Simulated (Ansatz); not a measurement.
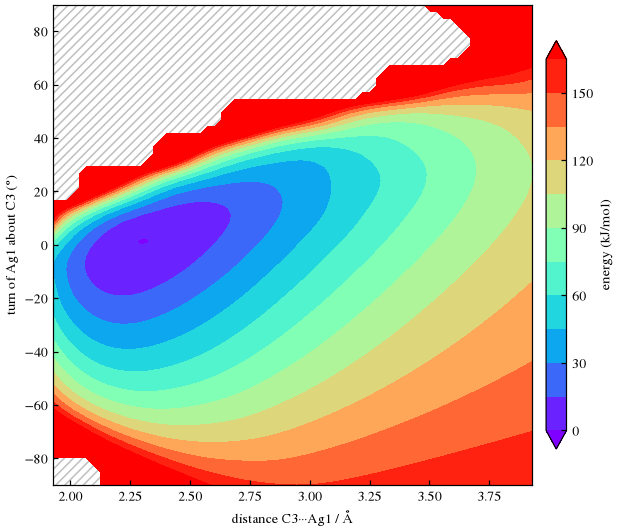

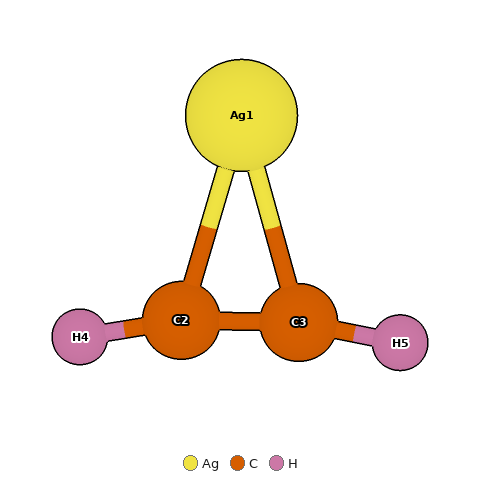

Energy landscape of C₂H₂Ag, charge +1. 
- The turn is about an axis along (0.95, −0.32, −0.03) in the frame of the relaxed pair, normal to the line between the partners.
- First axis: distance C3···Ag1. Second axis: turn of Ag1 about C3.
- Grid: 15 × 15 points. At 53 points there is no value (left out of the scan, as a rule where atoms come close).
- Points are written as (first, second).
- All energies are given in kJ/mol relative to the lowest grid point.
- Theory: Ansatz 0.2.0, RKS PBE-D4/def2-SVPD.

In the figure: filled contours, one colour for all values above the top of the scale, hatched blanks where no value was computed. Between grid points the surface is interpolated. The second picture is the structure at the lowest point.

### Summarise what can be read from the map.

The lowest grid point is at (2.274 Å, 0.0°). No other kind of well shows on this grid. The highest grid point, (2.685 Å, 51.4°), lies 612 kJ/mol above the lowest. Round the minimum the two coordinates are nearly uncoupled.

The values on the grid:

```csv
"turn of Ag1 about C3 ↓, distance C3···Ag1 →",1.927,1.977,2.059,2.159,2.274,2.401,2.538,2.685,2.841,3.005,3.176,3.354,3.539,3.730,3.927
90.0,–,–,–,–,–,–,–,–,–,–,–,–,313,217,180
77.1,–,–,–,–,–,–,–,–,–,–,–,–,–,265,198
64.3,–,–,–,–,–,–,–,–,–,–,–,372,237,178,157
51.4,–,–,–,–,–,–,–,612,370,230,157,125,115,116,122
38.6,–,–,–,–,–,428,252,148,93,71,68,74,84,96,107
25.7,–,–,429,282,171,98,56,37,34,40,51,64,79,92,105
12.9,201,155,99,54,25,12,10,16,27,40,54,69,84,96,108
0.0,66,45,21,6,0,2,10,22,35,50,65,79,92,103,113
−12.9,47,32,17,9,8,14,23,35,48,62,76,89,100,111,119
−25.7,59,46,32,25,25,30,39,50,62,75,88,99,109,118,126
−38.6,82,68,54,46,44,48,56,65,77,88,99,109,118,126,132
−51.4,118,101,83,72,68,69,75,83,92,102,111,120,127,134,139
−64.3,189,164,134,113,100,96,98,103,110,117,125,131,137,142,147
−77.1,365,311,246,193,157,137,129,127,129,133,139,144,148,152,154
−90.0,–,–,–,356,262,204,172,156,151,150,153,156,158,160,162
```

Each point was launched as `ansatz run input.yaml --threads 1 --pin off --max-ram 2560MiB --backend cpu --events-out ev --progress --plain --runs-dir out`. Time for the 172 points that were run: 10 min on 1 thread of Arm Neoverse V2, on a shared host.
